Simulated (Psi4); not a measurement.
# SnH3OF (SMILES [OH][SnH2][F]) at M06-L/def2-SVPD (core potential)

Aim: the vertical singlet–triplet gap of SnH3OF at M06-L/def2-SVPD (core potential), from 2 runs. 

The results are computed with Psi4 1.11.

6 further runs of the same task are left out: 6 that didn't finish. Runs told in other sessions of the task aren't counted.

**1. The structure to begin with**

The species is SnH3OF (6 atoms), meant as a singlet with charge 0. As SMILES, `[OH][SnH2][F]`. The shape is that of a PBE0-D4/def2-TZVP optimisation. This is one conformer, not always the lowest.

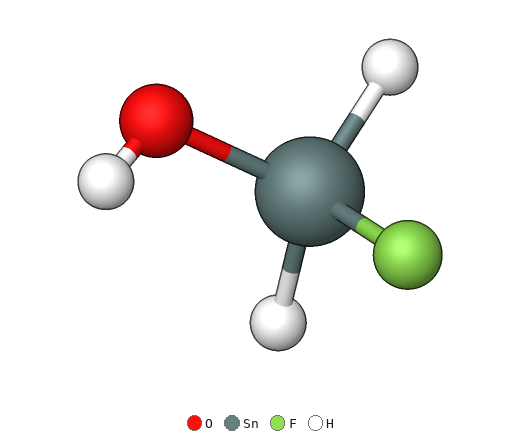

The structure, seen from a chosen angle (oxygen red, tin teal, fluorine green, hydrogen white).

**2. The energy at M06-L/def2-SVPD (core potential)**

The input, run.py:

```python
import psi4

psi4.set_memory('2200 MB')
psi4.set_num_threads(1)
psi4.set_output_file('run.log', False)

geom = psi4.geometry("""
0 1
O     -1.414400    -0.333000    -0.425000
Sn     0.302300     0.255900     0.283700
F      1.409100    -1.315100     0.302100
H     -1.368600    -0.685700    -1.316700
H      1.096100     1.317100    -0.782100
H      0.017500     0.696700     1.891900
symmetry c1
""")

options = {'basis': 'def2-SVPD', 'puream': True, 'e_convergence': 1e-09, 'd_convergence': 1e-08, 'scf_type': 'pk', 'dft_radial_points': 99, 'dft_spherical_points': 590}
psi4.set_options(options)

e, wfn = psi4.energy('m06-l', return_wfn=True)
psi4.oeprop(wfn, 'LOWDIN_CHARGES', 'QUADRUPOLE', 'MAYER_INDICES', title='M06-L')
print('E =', round(e, 9))
for k, v in sorted(psi4.core.scalar_variables().items()):
    print(f'{k:45s} {v:18.10f}')
```

On the command line:

```bash
$ python run.py
```

run.log:

```text
[...]
    !!!  WARNING: ECP capability is in beta. Please check occupations closely.  !!!
[...]
  Running in c1 symmetry.
[...]
  Nuclear repulsion =  145.590402924990826
[...]
  Multiplicity = 1
[...]
  Nalpha       = 21
  Nbeta        = 21
[...]
    Number of basis functions: 102
[...]
   @RKS iter   1:  -390.82709559546163   -1.11405e+00   9.52719e-03 DIIS/ADIIS
[...]
   @RKS iter  13:  -391.20487196022924   -1.42109e-12   2.41273e-09 DIIS
[...]
    Orbital Energies [Eh]
    ---------------------
    Doubly Occupied:
       1A    -24.455538     2A    -18.973526     3A     -5.056091
       4A     -3.411450     5A     -3.409024     6A     -3.405956
       7A     -1.100495     8A     -1.028450     9A     -1.011045
      10A     -1.010613    11A     -1.009537    12A     -0.993888
      13A     -0.924168    14A     -0.506037    15A     -0.426753
      16A     -0.363983    17A     -0.358408    18A     -0.339990
      19A     -0.315896    20A     -0.301891    21A     -0.278752
[...]
  @RKS Final Energy:  -391.20487196022924
   => Energetics <=
    Nuclear Repulsion Energy =            145.5904029249908262
    One-Electron Energy =                -911.4603369471907399
    Two-Electron Energy =                 413.1092452914496675
    DFT Exchange-Correlation Energy =     -38.4441832294789947
    Empirical Dispersion Energy =           0.0000000000000000
    VV10 Nonlocal Energy =                  0.0000000000000000
    Total Energy =                       -391.2048719602292408
[...]
 Multipole Moments:
 ------------------------------------------------------------------------------------
     Multipole            Electronic (a.u.)      Nuclear  (a.u.)        Total (a.u.)
 ------------------------------------------------------------------------------------
 L = 1.  Multiply by 2.5417464519 to convert [e a0] to [Debye]
 Dipole X            :          5.5106917           -5.5037722            0.0069195
 Dipole Y            :         16.0486674          -15.1119238            0.9367436
 Dipole Z            :          6.1206507           -6.3430160           -0.2223653
 Magnitude           :                                                    0.9627995
 L = 2.  Multiply by 1.3450342976 to convert [e a0^2] to [Debye ang]
 Quadrupole XX       :       -165.5841961          134.7253111          -30.8588850
 Quadrupole XY       :         26.5790318          -24.5166966            2.0623352
[...]
```

On the terminal:

```text
E = -391.20487196
CURRENT ENERGY                                   -391.2048719602
CURRENT REFERENCE ENERGY                         -391.2048719602
DD SOLVATION ENERGY                                 0.0000000000
DFT FUNCTIONAL TOTAL ENERGY                      -391.2048719602
DFT TOTAL ENERGY                                 -391.2048719602
DFT VV10 ENERGY                                     0.0000000000
DFT XC ENERGY                                     -38.4441832295
GRID ELECTRONS ALPHA                               20.9999999234
GRID ELECTRONS BETA                                20.9999999234
GRID ELECTRONS TOTAL                               41.9999998468
NUCLEAR REPULSION ENERGY                          145.5904029250
ONE-ELECTRON ENERGY                              -911.4603369472
PCM POLARIZATION ENERGY                             0.0000000000
PE ENERGY                                           0.0000000000
SCF ITERATION ENERGY                             -391.2048719602
SCF ITERATIONS                                     13.0000000000
SCF TOTAL ENERGY                                 -391.2048719602
TWO-ELECTRON ENERGY                               413.1092452914
XC GRID RADIAL POINTS                              99.0000000000
XC GRID SPHERICAL POINTS                          590.0000000000
XC GRID TOTAL POINTS                           337518.0000000000
```

Wall time 27 s (1 thread of Intel Xeon 6975P-C (Granite Rapids), shared host); peak memory 1.1 GiB.

**3. The triplet: energy and gradient at UM06-L/def2-SVPD (core potential)**

The input, job.in:

```
memory 2200 MB

molecule m {
  0 3
  O
  Sn 1 1.948363
  F 2 1.921818 1 105.29803
  H 1 0.960012 2 114.00826 3 -61.06827
  H 2 1.700645 3 104.31635 1 -117.88762
  H 2 1.691663 5 120.78172 3 120.89324
  units angstrom
  symmetry c1
  no_reorient
  no_com
}

set {
  basis def2-SVPD
  reference uks
  puream true
  e_convergence 1e-09
  d_convergence 1e-08
  scf_type pk
  dft_radial_points 99
  dft_spherical_points 590
  maxiter 100
}

e, wfn = gradient("m06-l", return_wfn=True)
```

On the command line:

```bash
$ psi4 -n 1 job.in job.out
```

job.out (excerpt; [...] marks lines left out):

```text
[...]
    !!!  WARNING: ECP capability is in beta. Please check occupations closely.  !!!
[...]
  Running in c1 symmetry.
[...]
  Nuclear repulsion =  145.590411261386890
[...]
  Multiplicity = 3
[...]
  Nalpha       = 22
  Nbeta        = 20
[...]
    Number of basis functions: 102
[...]
   @UKS iter   1:  -390.53266173022223   -7.88766e-01   9.85244e-03 ADIIS/DIIS
[...]
   @UKS iter  21:  -390.97318386955146   -2.22826e-11   7.73475e-09 DIIS
[...]
   @S^2 Observed:                2.010934479E+00
[...]
  @UKS Final Energy:  -390.97318386955146
   => Energetics <=
    Nuclear Repulsion Energy =            145.5904112613868904
    One-Electron Energy =                -910.9346599857140063
    Two-Electron Energy =                 412.7620705242957229
    DFT Exchange-Correlation Energy =     -38.3910056695200126
    Empirical Dispersion Energy =           0.0000000000000000
    VV10 Nonlocal Energy =                  0.0000000000000000
    Total Energy =                       -390.9731838695514625
  UHF NO Occupations:
  HONO-2 :   20  A 1.9971056
  HONO-1 :   21  A 1.0000000
[...]
 Multipole Moments:
 ------------------------------------------------------------------------------------
     Multipole            Electronic (a.u.)      Nuclear  (a.u.)        Total (a.u.)
 ------------------------------------------------------------------------------------
 L = 1.  Multiply by 2.5417464519 to convert [e a0] to [Debye]
 Dipole X            :         -0.5941332            1.0181851            0.4240519
 Dipole Y            :         13.2786946          -12.6649715            0.6137231
 Dipole Z            :         11.3264498          -11.7242202           -0.3977703
 Magnitude           :                                                    0.8453977
[...]
  -Total Gradient:
     Atom            X                  Y                   Z
    ------   -----------------  -----------------  -----------------
       1        0.004432963000    -0.014362898171     0.082106303071
       2        0.019901797507     0.003401698738    -0.017046577024
       3       -0.000411342455     0.043717086179    -0.018295537360
       4       -0.007056979817     0.014103288987     0.013401356994
       5       -0.056121133460    -0.029267271421    -0.037329969186
       6        0.039244322224    -0.018253619549    -0.023254071698
[...]
```

Wall time 63 s (1 thread of Intel Xeon 6975P-C (Granite Rapids), shared host); peak memory 1.1 GiB.

**4. Summary of results**

Level: M06-L/def2-SVPD (core potential).

| quantity | value |
| --- | --- |
| singlet: total energy | -391.20487 Eh |
| singlet: dipole moment | 2.45 D |
| singlet: HOMO energy | -7.59 eV |
| singlet: LUMO energy | -0.99 eV |
| singlet: HOMO–LUMO gap | 6.59 eV |
| triplet: total energy | -390.97318 Eh |
| triplet: dipole moment | 2.15 D |
| triplet: HOMO energy (highest over α and β) | -1.97 eV |
| triplet: ⟨S²⟩ | 2.011 |
| triplet: largest force on an atom | 4.292 eV/Å |
| vertical energy of the triplet above the singlet | 6.305 eV |

In words: At this shape the triplet lies 6.30 eV (145 kcal/mol) above the singlet.
